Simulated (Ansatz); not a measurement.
Cell of rock-salt MgO (1 1 0) on zinc-blende InP (1 1 0) (film strained to the substrate, faces as cut; started ferromagnetic), with its geometry taken from a PBE run:

```yaml
crystal:
  lattice:
    - [4.21435, 0.00004, 0.00401]
    - [4.21439, 5.95929, -0.09348]
    - [2.13617, 1.98807, 31.60088]
  atoms:
    - { symbol: In, position: [0.68888, 0.00085, 0.13691] }
    - { symbol: In, position: [0.77426, 0.44118, 0.08783], spin: 0.5 }
    - { symbol: In, position: [0.65259, 0.96636, 0.27263] }
    - { symbol: In, position: [0.67282, 0.47992, 0.20744] }
    - { symbol: In, position: [0.61639, 0.93377, 0.40659] }
    - { symbol: In, position: [0.63616, 0.44846, 0.33924] }
    - { symbol: In, position: [0.62292, 0.86226, 0.53476], spin: 0.5 }
    - { symbol: In, position: [0.60454, 0.41324, 0.47056] }
    - { symbol: P, position: [0.48912, 0.23759, 0.06598], spin: 0.5 }
    - { symbol: P, position: [0.43783, 0.75005, 0.14049] }
    - { symbol: P, position: [0.42492, 0.22889, 0.20540] }
    - { symbol: P, position: [0.40227, 0.71648, 0.27300] }
    - { symbol: P, position: [0.38575, 0.19878, 0.33943] }
    - { symbol: P, position: [0.36637, 0.68456, 0.40509] }
    - { symbol: P, position: [0.34975, 0.16649, 0.47354] }
    - { symbol: P, position: [0.34928, 0.63444, 0.53755], spin: 0.5 }
    - { symbol: Mg, position: [0.28995, 0.13296, 0.65204] }
    - { symbol: Mg, position: [0.80050, 0.62200, 0.65286] }
    - { symbol: Mg, position: [0.55205, 0.39358, 0.60800], spin: 0.5 }
    - { symbol: Mg, position: [0.06369, 0.88046, 0.61044], spin: 0.5 }
    - { symbol: Mg, position: [0.76917, 0.60396, 0.74906] }
    - { symbol: Mg, position: [0.26887, 0.10433, 0.74894] }
    - { symbol: Mg, position: [0.03138, 0.86573, 0.70233] }
    - { symbol: Mg, position: [0.53213, 0.36507, 0.70220] }
    - { symbol: Mg, position: [0.24315, 0.08132, 0.84391] }
    - { symbol: Mg, position: [0.74325, 0.58122, 0.84388] }
    - { symbol: Mg, position: [0.50567, 0.34266, 0.79744] }
    - { symbol: Mg, position: [0.00582, 0.84249, 0.79746] }
    - { symbol: Mg, position: [0.71820, 0.55899, 0.93587], spin: 0.5 }
    - { symbol: Mg, position: [0.21782, 0.05917, 0.93622], spin: 0.5 }
    - { symbol: Mg, position: [0.97883, 0.81953, 0.89475] }
    - { symbol: Mg, position: [0.47922, 0.31912, 0.89479] }
    - { symbol: O, position: [0.05625, 0.38827, 0.60988], spin: 0.5 }
    - { symbol: O, position: [0.54956, 0.89771, 0.60446], spin: 0.5 }
    - { symbol: O, position: [0.79841, 0.12423, 0.65259] }
    - { symbol: O, position: [0.29238, 0.62944, 0.65419] }
    - { symbol: O, position: [0.53185, 0.86614, 0.70060] }
    - { symbol: O, position: [0.03175, 0.36531, 0.70244] }
    - { symbol: O, position: [0.26840, 0.60466, 0.74919] }
    - { symbol: O, position: [0.76948, 0.10372, 0.74894] }
    - { symbol: O, position: [0.00598, 0.34255, 0.79702] }
    - { symbol: O, position: [0.50593, 0.84276, 0.79672] }
    - { symbol: O, position: [0.74327, 0.08105, 0.84419] }
    - { symbol: O, position: [0.24300, 0.58125, 0.84432] }
    - { symbol: O, position: [0.47965, 0.81972, 0.89279] }
    - { symbol: O, position: [0.97972, 0.31962, 0.89285] }
    - { symbol: O, position: [0.21705, 0.55872, 0.93859], spin: 0.5 }
    - { symbol: O, position: [0.71764, 0.05825, 0.93834], spin: 0.5 }
```

Computed with PBE (plane waves to 420 eV, PAW; Ansatz, an electronic-structure program). No spin–orbit coupling. Its k-point mesh 7×4×1, Fermi–Dirac width 0.05 eV.

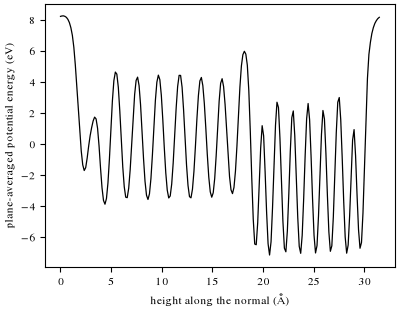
Figure. Smooth (PAW) electrostatic potential energy of an electron, averaged over planes, about its mean

The curve spans 15.4 eV over the stretch drawn.
